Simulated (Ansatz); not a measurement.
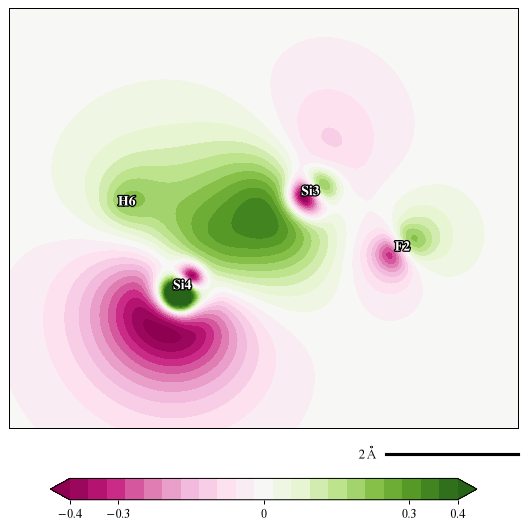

Figure. F2H2Si2. The HOMO on the plane of atoms Si3, Si4 and H6 (values in Å⁻³ᐟ²; the overall sign is arbitrary).

Geometry: B3LYP/6-31G*.

These are results of Ansatz, isolated molecule in a Gaussian basis; Kohn-Sham density functional theory, functional PBE0, not measurements.

Input

```
basis:
  gaussian:
    orbitals: def2-TZVPD
crystal:
  periodic: [false, false, false]
  atoms:
    - {symbol: F, position_ang: [-1.830810, -1.322147, 2.269874]}
    - {symbol: F, position_ang: [-0.059839, -0.057553, 3.659484]}
    - {symbol: Si, position_ang: [-0.363017, -0.647517, 2.187097]}
    - {symbol: Si, position_ang: [1.208904, -2.347203, 1.541721]}
    - {symbol: H, position_ang: [-0.442639, 0.532597, 1.277066]}
    - {symbol: H, position_ang: [0.512225, -2.388760, 0.178652]}
output:
  forces: true
  orbitals: {seedname: orbitals}
hamiltonian:
  xc: pbe0
```

Launched as:

```sh
ansatz run input.yaml --threads 1 --pin off --max-ram 2610MiB --events-out events.jsonl --progress --plain --runs-dir runs
```

Describe this orbital and give its energy.

Answer. Its weight (Hirshfeld) is mainly on Si4 (about 65 %) and Si3 (about 20 %). Its energy is −7.09 eV.
